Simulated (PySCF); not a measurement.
```json
{"atom": "C", "x (Å)": "2.4043", "y (Å)": "-0.5249", "z (Å)": "0.2049"}
{"atom": "C", "x (Å)": "1.1571", "y (Å)": "-0.9673", "z (Å)": "0.4116"}
{"atom": "Si", "x (Å)": "-0.3709", "y (Å)": "0.0750", "z (Å)": "0.4725"}
{"atom": "C", "x (Å)": "-0.3144", "y (Å)": "1.7803", "z (Å)": "-0.3669"}
{"atom": "C", "x (Å)": "-1.9715", "y (Å)": "-0.8693", "z (Å)": "0.0653"}
{"atom": "H", "x (Å)": "3.2604", "y (Å)": "-1.1775", "z (Å)": "0.2601"}
{"atom": "H", "x (Å)": "2.6091", "y (Å)": "0.5014", "z (Å)": "-0.0499"}
{"atom": "H", "x (Å)": "1.0346", "y (Å)": "-2.0117", "z (Å)": "0.6775"}
{"atom": "H", "x (Å)": "0.5576", "y (Å)": "2.3453", "z (Å)": "-0.0531"}
{"atom": "H", "x (Å)": "-1.1954", "y (Å)": "2.3695", "z (Å)": "-0.1283"}
{"atom": "H", "x (Å)": "-0.2698", "y (Å)": "1.6769", "z (Å)": "-1.4498"}
{"atom": "H", "x (Å)": "-2.0708", "y (Å)": "-1.0210", "z (Å)": "-1.0080"}
{"atom": "H", "x (Å)": "-1.9792", "y (Å)": "-1.8462", "z (Å)": "0.5384"}
{"atom": "H", "x (Å)": "-2.8518", "y (Å)": "-0.3309", "z (Å)": "0.4035"}
```

Geometry: GFN2-xTB.

The calculation used UKS B3LYP, pcH-1 on C H Si, non-relativistic, mean-field spin-orbit, GIAO (PySCF).

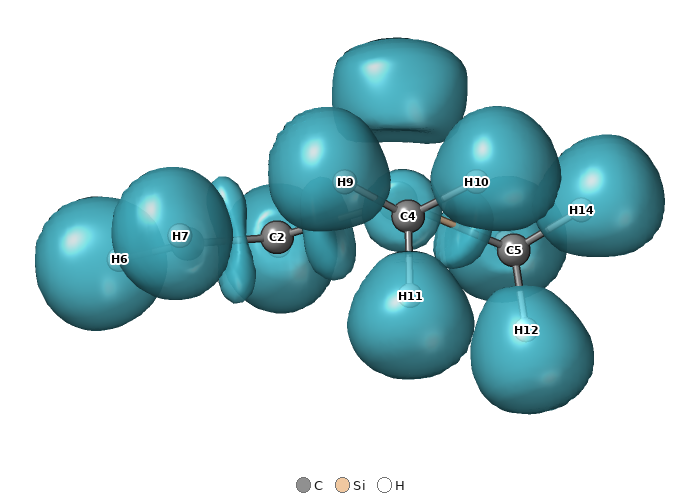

C4H9Si (doublet). Isosurface of the ELF at 0.85 (cyan), seen from one side. Only the valence region is drawn (cores and ρ < 0.01 e/Å³ removed).

Identify the bonds, lone pairs and shells in this picture.

Answer. At this value the surface marks out one region between bonded C–C atoms (shared pairs), three regions between bonded C–Si atoms (shared pairs), nine regions around hydrogen nuclei and one lobe on Si, pointing away from the bonds (non-bonding electrons).

Values along the shortest contacts:
C–C (1.34 Å): the ELF peaks at about 0.95 between the atoms; a short, multiple covalent bond. C–Si (1.85 Å): the ELF peaks at about 0.95 between the atoms: a shared electron pair.
